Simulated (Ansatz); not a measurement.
Geometry relaxation of BSiNH$_{8}$ (part 1 of 2)

BSiNH$_{8}$, computed with RKS BLYP-D4/6-31G* (Ansatz 0.2.0).

The input holds or restrains some coordinates. Forces given for the steps count only the free coordinates. It belongs to a series of runs on one base structure; here: pulled along the bonds that form and break, towards end A.

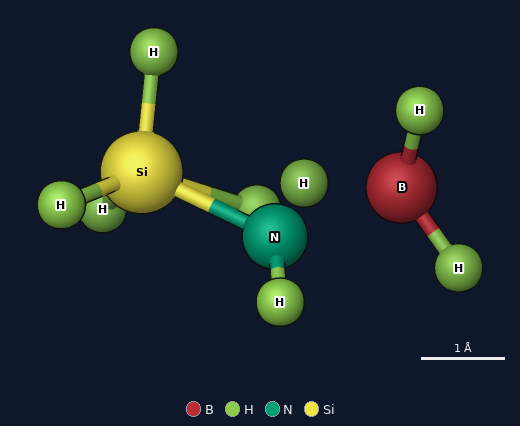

**Figure 1.** The starting structure (ball-and-stick view, seen at a tilt).

Input file
```yaml
crystal:
  periodic: [false, false, false]
  atoms:
    - { symbol: B, position_ang: [0.0, 0.0, 0.0] }
    - { symbol: H, position_ang: [0.0, 0.0, 1.54] }
    - { symbol: H, position_ang: [1.0305, 0.0, -0.595] }
    - { symbol: H, position_ang: [-1.0305, 0.0, -0.595] }
    - { symbol: "N", position_ang: [0.0773, -1.7539, 0.5833] }
    - { symbol: H, position_ang: [-0.441, -2.5119, 0.0539] }
    - { symbol: Si, position_ang: [1.0434, -2.1779, 2.0663] }
    - { symbol: H, position_ang: [1.2276, -3.6248, 2.1308] }
    - { symbol: H, position_ang: [2.3474, -1.5244, 2.0018] }
    - { symbol: H, position_ang: [0.3313, -1.7252, 3.2578] }
    - { symbol: H, position_ang: [0.0395, -0.8969, 1.5631] }
basis:
  gaussian: { orbitals: "6-31G*" }
hamiltonian:
  xc: blyp
  dispersion: d4
relax:
  f_tol: 0.15
  max_steps: 25
  restrain:
    - { distance: [0, 4], at: 2.75, k: 30.0 }
    - { distance: [10, 1], at: 1.86, k: 30.0 }
    - { distance: [0, 1], at: 1.19, k: 30.0 }
    - { distance: [10, 4], at: 1.06, k: 30.0 }
output:
  orbitals: {}
```

Launched with:
```bash
ansatz run input.yaml --threads 1 --pin off --max-ram 2048MiB --backend cpu --events-out ev --progress --plain --runs-dir out
```

Output
```
The last accepted step is kept in [file] (removed where the run ends without a failure and the disk answers)
Engine: ansatz 0.2.0, x86_64-unknown-linux-gnu
Functional definition: BLYP
  parameter beta = 0.0042
  parameter a = 0.04918
  parameter b = 0.132
  parameter c = 0.2533
  parameter d = 0.349
  exchange = b88_x(beta = beta)
  correlation = lyp_c(a = a, b = b, c = c, d = d)
895 factors; their error is unknown
mean field evaluation 1: about -10159.7233 eV, gradient 6.1e1 eV
mean field evaluation 2: about -10107.4015 eV, gradient 1.3e2 eV
mean field evaluation 4: about -10167.1047 eV, gradient 1.2e1 eV
mean field evaluation 8: about -10167.6101 eV, gradient 1.6e-1 eV
mean field evaluation 16: about -10167.5476 eV, gradient 1.2e-4 eV
mean field -10167.54762356 eV, -373.6504833546 hartree, gradient 2.1e-5 eV, S^2 0.000000; 0 other end points of the search recorded, 0 dependent functions left out
the calculation of the forces begins
reference -10167.54795200 eV, -373.6504954243 hartree; 17, 17 occupied and 48, 48 virtual orbitals, 895 factors
relax step   1: F+E_penalty+E_count = -10167.96398230 eV  Δ(F+E_penalty+E_count) = +0.000e0 eV  max|allowed force component| = 3.721e0 eV/Å  E_restraint = 28.74848245 eV  max|allowed force component, restraints' pulls added| = 3.339e1 eV/Å  Δτ_max = 0.0000 Å  (27 SCF iters, accepted)
  distance B 0 - N 4 = 1.8500 Å
  distance H 10 - H 1 = 0.8981 Å
  distance B 0 - H 1 = 1.5400 Å
  distance H 10 - N 4 = 1.3023 Å
these checks for a lower state are left out or cut short: starts, cluster_reference, orbital_swaps, neighbouring_geometries, increment
895 factors; their error is unknown
mean field -10167.97137895 eV, -373.6660560777 hartree, gradient 2.7e-5 eV, S^2 0.000000; 0 other end points of the search recorded, 0 dependent functions left out
[... from here on the field's lines of each further geometry are left out, up to the last ...]
relax step   2: F+E_penalty+E_count = -10168.38267201 eV  Δ(F+E_penalty+E_count) = -4.187e-1 eV  max|allowed force component| = 3.643e0 eV/Å  E_restraint = 13.86579537 eV  max|allowed force component, restraints' pulls added| = 2.194e1 eV/Å  Δτ_max = 0.1948 Å  (33 SCF iters, accepted)
relax step   3: F+E_penalty+E_count = -10169.00896560 eV  Δ(F+E_penalty+E_count) = -6.263e-1 eV  max|allowed force component| = 3.785e0 eV/Å  E_restraint = 3.64948025 eV  max|allowed force component, restraints' pulls added| = 9.783e0 eV/Å  Δτ_max = 0.1944 Å  (33 SCF iters, accepted)
relax step   4: F+E_penalty+E_count = -10169.85992041 eV  Δ(F+E_penalty+E_count) = -8.510e-1 eV  max|allowed force component| = 2.557e0 eV/Å  E_restraint = 0.26567559 eV  max|allowed force component, restraints' pulls added| = 2.608e0 eV/Å  Δτ_max = 0.1947 Å  (27 SCF iters, accepted)
relax step   5: F+E_penalty+E_count = -10170.72786753 eV  Δ(F+E_penalty+E_count) = -8.679e-1 eV  max|allowed force component| = 2.944e0 eV/Å  E_restraint = 0.06773629 eV  max|allowed force component, restraints' pulls added| = 1.821e0 eV/Å  Δτ_max = 0.1948 Å  (27 SCF iters, accepted)
relax step   6: F+E_penalty+E_count = -10171.12930972 eV  Δ(F+E_penalty+E_count) = -4.014e-1 eV  max|allowed force component| = 2.125e0 eV/Å  E_restraint = 0.03403215 eV  max|allowed force component, restraints' pulls added| = 1.152e0 eV/Å  Δτ_max = 0.2000 Å  (26 SCF iters, accepted)
relax step   7: F+E_penalty+E_count = -10171.34650994 eV  Δ(F+E_penalty+E_count) = -2.172e-1 eV  max|allowed force component| = 1.236e0 eV/Å  E_restraint = 0.01428246 eV  max|allowed force component, restraints' pulls added| = 9.065e-1 eV/Å  Δτ_max = 0.1946 Å  (26 SCF iters, accepted)
relax step   8: F+E_penalty+E_count = -10171.46050623 eV  Δ(F+E_penalty+E_count) = -1.140e-1 eV  max|allowed force component| = 1.098e0 eV/Å  E_restraint = 0.01246777 eV  max|allowed force component, restraints' pulls added| = 3.439e-1 eV/Å  Δτ_max = 0.2000 Å  (25 SCF iters, accepted)
relax step   9: F+E_penalty+E_count = -10171.49467826 eV  Δ(F+E_penalty+E_count) = -3.417e-2 eV  max|allowed force component| = 8.630e-1 eV/Å  E_restraint = 0.01380033 eV  max|allowed force component, restraints' pulls added| = 3.937e-1 eV/Å  Δτ_max = 0.1985 Å  (25 SCF iters, accepted)
relax step  10: F+E_penalty+E_count = -10171.47852876 eV  Δ(F+E_penalty+E_count) = +1.615e-2 eV  max|allowed force component| = 9.090e-1 eV/Å  E_restraint = 0.02353516 eV  max|allowed force component, restraints' pulls added| = 9.179e-1 eV/Å  Δτ_max = 0.1952 Å  (27 SCF iters, rejected (line search))
relax step  11: F+E_penalty+E_count = -10171.51296585 eV  Δ(F+E_penalty+E_count) = -1.829e-2 eV  max|allowed force component| = 8.670e-1 eV/Å  E_restraint = 0.01222796 eV  max|allowed force component, restraints' pulls added| = 1.386e-1 eV/Å  Δτ_max = 0.0976 Å  (26 SCF iters, accepted)
relax step  12: F+E_penalty+E_count = -10171.52454053 eV  Δ(F+E_penalty+E_count) = -1.157e-2 eV  max|allowed force component| = 8.787e-1 eV/Å  E_restraint = 0.01584361 eV  max|allowed force component, restraints' pulls added| = 2.554e-1 eV/Å  Δτ_max = 0.0977 Å  (26 SCF iters, accepted)
relax step  13: F+E_penalty+E_count = -10171.53237054 eV  Δ(F+E_penalty+E_count) = -7.830e-3 eV  max|allowed force component| = 8.813e-1 eV/Å  E_restraint = 0.01181133 eV  max|allowed force component, restraints' pulls added| = 6.702e-2 eV/Å  Δτ_max = 0.1500 Å  (25 SCF iters, accepted)
relax step  14: F+E_penalty+E_count = -10171.53790572 eV  Δ(F+E_penalty+E_count) = -5.535e-3 eV  max|allowed force component| = 9.058e-1 eV/Å  E_restraint = 0.02387069 eV  max|allowed force component, restraints' pulls added| = 5.647e-1 eV/Å  Δτ_max = 0.1914 Å  (26 SCF iters, rejected (line search))
relax step  15: F+E_penalty+E_count = -10171.53604512 eV  Δ(F+E_penalty+E_count) = -3.675e-3 eV  max|allowed force component| = 8.924e-1 eV/Å  E_restraint = 0.01111122 eV  max|allowed force component, restraints' pulls added| = 1.026e-1 eV/Å  Δτ_max = 0.0940 Å  (25 SCF iters, accepted)
relax step  16: F+E_penalty+E_count = -10171.52536042 eV  Δ(F+E_penalty+E_count) = +1.068e-2 eV  max|allowed force component| = 9.598e-1 eV/Å  E_restraint = 0.01454876 eV  max|allowed force component, restraints' pulls added| = 6.134e-1 eV/Å  Δτ_max = 0.0994 Å  (26 SCF iters, rejected (line search))
the calculation of the forces begins
reference -10171.18453475 eV, -373.7841373754 hartree; 17, 17 occupied and 48, 48 virtual orbitals, 895 factors
relax step  17: F+E_penalty+E_count = -10171.54020801 eV  Δ(F+E_penalty+E_count) = -4.163e-3 eV  max|allowed force component| = 9.020e-1 eV/Å  E_restraint = 0.01216933 eV  max|allowed force component, restraints' pulls added| = 9.522e-2 eV/Å  Δτ_max = 0.0481 Å  (25 SCF iters, accepted)
```

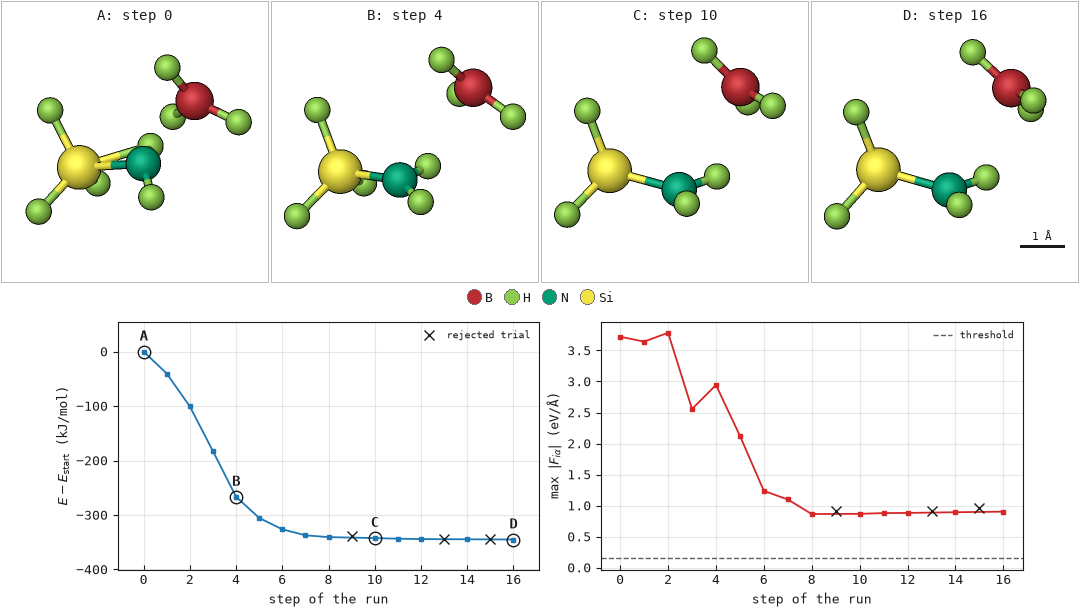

**Figure 2.** Frames of the restrained relaxation (ball-and-stick view, seen at a tilt) above the curves, on which the letters mark them (the first geometry is step 0 here and step 1 in the log).

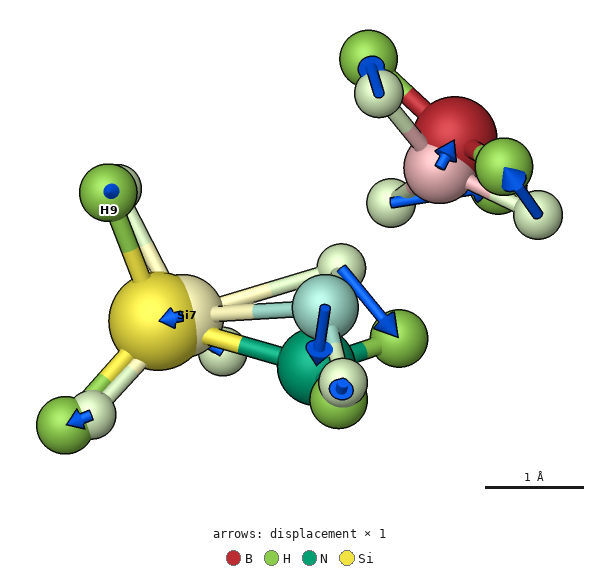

**Figure 3.** Start (faint) and end (solid) with the displacements as blue arrows, at true length (ball-and-stick view, seen at a tilt). The two geometries are laid on each other by the best rigid fit. H2 moves most after the best rigid fit: 1.16 Å. Largest moves by element: H 1.16 Å, N 0.80 Å, B 0.34 Å, Si 0.26 Å. Distances before and after: Si7–H11 1.704 → 2.467 Å, B1–H2 1.540 → 1.198 Å, N5–H11 1.302 → 1.039 Å, N5–Si7 1.820 → 1.754 Å. New bonds form: B1–H2 (1.54 → 1.20 Å). Among the angles that change: Si7–N5–H11 63.6° → 122.0°, H6–N5–H11 146.3° → 112.5°, N5–Si7–H9 109.5° → 116.3°. Over 16 geometry steps the energy falls by 345.1 kJ/mol. The largest force component goes from 3.7 to 0.9 eV/Å. The line search rejected the trial steps at points 9, 13, 15 (counted from 0) and went back. (Atoms are counted from 1 in the order of the input.)

```
  distance B 0 - N 4 = 2.7355 Å
  distance H 10 - H 1 = 1.8709 Å
  distance B 0 - H 1 = 1.1976 Å
  distance H 10 - N 4 = 1.0394 Å
895 factors; their error is unknown
mean field -10171.18419721 eV, -373.7841249710 hartree, gradient 2.3e-5 eV, S^2 0.000000; 1 other end points of the search recorded, 0 dependent functions left out
the calculation of the forces begins
reference -10171.18453475 eV, -373.7841373754 hartree; 17, 17 occupied and 48, 48 virtual orbitals, 895 factors
Total energy: -10171.54054555 eV, -373.7972205311 hartree
Atom 0 at     0.046193     0.345336    -0.028058 Å, force     0.115012    -0.431448     0.016739 eV/Å
Atom 1 at    -0.739323     0.571911     0.847055 Å, force    -0.098672     0.325678     0.014089 eV/Å
Atom 2 at     1.216815     0.548929     0.155435 Å, force    -0.095216    -0.007971    -0.009933 eV/Å
Atom 3 at    -0.359906     0.001025    -1.108500 Å, force     0.041199     0.030379     0.092124 eV/Å
Atom 4 at    -0.267721    -2.080297     1.196953 Å, force    -0.267371     0.902045    -0.084423 eV/Å
Atom 5 at    -0.508754    -2.565288     0.333871 Å, force    -0.005299     0.003603    -0.003286 eV/Å
Atom 6 at     1.208892    -2.374593     2.097003 Å, force     0.003463     0.005389    -0.000251 eV/Å
Atom 7 at     1.392452    -3.856793     2.205110 Å, force    -0.000863     0.010781     0.004835 eV/Å
Atom 8 at     2.469610    -1.808817     1.511092 Å, force    -0.018479    -0.020283     0.001170 eV/Å
Atom 9 at     1.010386    -1.768540     3.449574 Å, force     0.008346    -0.006624    -0.021267 eV/Å
Atom 10 at    -0.843142    -1.227872     1.347465 Å, force     0.317880    -0.811549    -0.009797 eV/Å
Dipole moment:    -0.129233    -0.123582    -0.051317 e Å
```

Trajectory as extended XYZ (Å, eV, eV/Å), 17 frames, from step=1 to step=17
```
11
Properties=species:S:1:pos:R:3:forces:R:3 step=1 energy=-10167.96398
B     0.0000    0.0000    0.0000    0.6934  -3.7211   1.0384
H     0.0000    0.0000    1.5400    0.0452   3.6750  -0.6169
H     1.0305    0.0000   -0.5950    0.3710   1.1982   0.3445
H    -1.0305    0.0000   -0.5950   -0.5345   0.8420   0.6651
N     0.0773   -1.7539    0.5833    0.9831  -1.1577  -0.2612
H    -0.4410   -2.5119    0.0539    0.2198   0.7668   1.1658
Si    1.0434   -2.1779    2.0663    0.7681  -1.6477  -1.4975
H     1.2276   -3.6248    2.1308   -0.0099  -0.6816   0.1002
H     2.3474   -1.5244    2.0018    0.5650   0.3226   0.1296
H     0.3313   -1.7252    3.2578   -0.2486   0.1916   0.7636
H     0.0395   -0.8969    1.5631   -2.8524   0.2118  -1.8315
11
Properties=species:S:1:pos:R:3:forces:R:3 step=2 energy=-10168.38267
B     0.0001    0.1172    0.0220    0.5201  -2.5377   1.5355
H    -0.0062    0.1784    1.4619    0.0031   1.6741  -1.8030
H     1.0316    0.0138   -0.5895    0.0805   0.9390   0.3862
H    -1.0333    0.0102   -0.5864   -0.1928   0.6071   0.5441
N     0.0892   -1.8743    0.6404    2.1011   1.7069   1.3511
H    -0.4466   -2.5256    0.0599   -0.7929   0.2036   0.9805
Si    1.0612   -2.2037    2.0738    1.2946  -2.1052  -0.5568
H     1.2293   -3.6361    2.1331    0.2398  -1.0450   0.3891
H     2.3528   -1.5216    2.0028    0.4921   0.3074   0.0539
H     0.3309   -1.7250    3.2626   -0.1029   0.1497   0.5346
H     0.0164   -1.0485    1.5265   -3.6426   0.1002  -3.4151
11
Properties=species:S:1:pos:R:3:forces:R:3 step=3 energy=-10169.00897
B    -0.0028    0.2820    0.0490    0.3818  -2.6417   0.6385
H     0.0009    0.3378    1.3509   -0.0608   1.2395  -1.6963
H     1.0272    0.0247   -0.5815   -0.3632   1.0969   0.5270
H    -1.0307    0.0160   -0.5789    0.2532   0.8402   0.5827
N     0.1216   -1.9879    0.7158    1.1945   1.8130   0.6631
H    -0.4630   -2.5255    0.0761   -0.6284   0.4775   0.8746
Si    1.0883   -2.2387    2.0857    1.8569  -2.0634   0.7057
H     1.2372   -3.6567    2.1433    0.5547  -1.4453   0.6483
H     2.3596   -1.5170    2.0029    0.5132   0.2489   0.0688
H     0.3321   -1.7239    3.2669    0.0831   0.0646   0.2616
H    -0.0448   -1.2258    1.4769   -3.7850   0.3698  -3.2740
11
Properties=species:S:1:pos:R:3:forces:R:3 step=4 energy=-10169.85992
B    -0.0054    0.3942    0.0274    0.2960  -2.5567  -0.2421
H     0.0298    0.4767    1.2176   -0.1231   1.0135   0.1576
H     0.9954    0.0922   -0.5606    0.2522   0.9037  -0.0593
H    -1.0061    0.0692   -0.5582   -0.2780   0.7669   0.1126
N     0.1360   -2.1104    0.7828   -0.1963   2.1017   0.0425
H    -0.4752   -2.5311    0.0994   -0.3036  -0.0300   0.2834
Si    1.1289   -2.2996    2.1138    1.4051  -1.1676   1.0667
H     1.2836   -3.7262    2.1905    0.7087  -1.1802   0.7027
H     2.3781   -1.5138    2.0107    0.3710   0.0017   0.0817
H     0.3465   -1.7300    3.2735    0.2725  -0.1188   0.1013
H    -0.1861   -1.3362    1.4101   -2.4046   0.2658  -2.2469
11
Properties=species:S:1:pos:R:3:forces:R:3 step=5 energy=-10170.72787
B     0.0025    0.3869    0.0018    0.2568  -1.4824  -0.2975
H     0.0217    0.5576    1.1992   -0.0524   0.5004  -0.2056
H     1.0479    0.2141   -0.6028   -0.3845   0.5347   0.2207
H    -1.0508    0.1722   -0.5810    0.3361   0.4211   0.2611
N     0.0919   -2.1790    0.8255   -0.7086   2.9436   0.7832
H    -0.4919   -2.5923    0.1158   -0.0149  -0.3838   0.0065
Si    1.1513   -2.3562    2.1506    0.6107  -0.9064   0.3836
H     1.3810   -3.8189    2.2894    0.3882  -0.1047   0.3550
H     2.4042   -1.5389    2.0257    0.0702  -0.2277  -0.0032
H     0.3928   -1.7582    3.3046    0.2164  -0.1621   0.1330
H    -0.3252   -1.3022    1.2781   -0.7181  -1.1328  -1.6369
```
